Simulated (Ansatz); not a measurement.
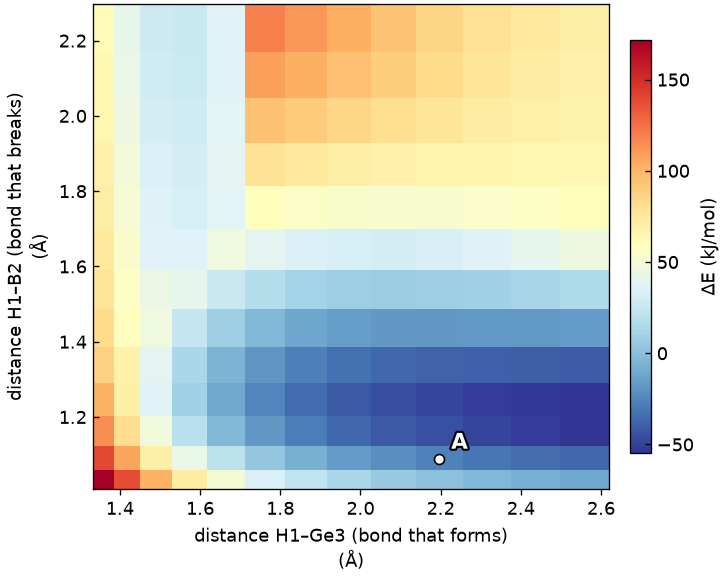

The reacting system BGeH6 (fragments BGeH₆ where the first distance is long, GeH₄ + BH₂ where the second is long), spin multiplicity 2. Coordinates scanned: (1) distance H1–Ge3 (bond that forms); (2) distance H1–B2 (bond that breaks). Relaxed at each point: all other coordinates. Grid: 13 × 13 points. Points are written as (first, second). Energies are in kJ/mol, from a guessed transition structure relaxed with its forming and breaking bonds held. Energies and slopes of some neighbouring points disagree (a jump in structure or state, or too coarse a mesh). These are results of Ansatz 0.2.0, UHF/def2-SVP, not measurements.

The picture shows one coloured cell a grid point, the point A.

Is A at rest? If not, where is it pushed?

Answer. A, at (2.197 Å, 1.089 Å), is not a stationary point. The computed force is 39 kJ/mol for each Å towards larger values of the first coordinate and 390 kJ/mol for each Å towards larger values of the second coordinate.
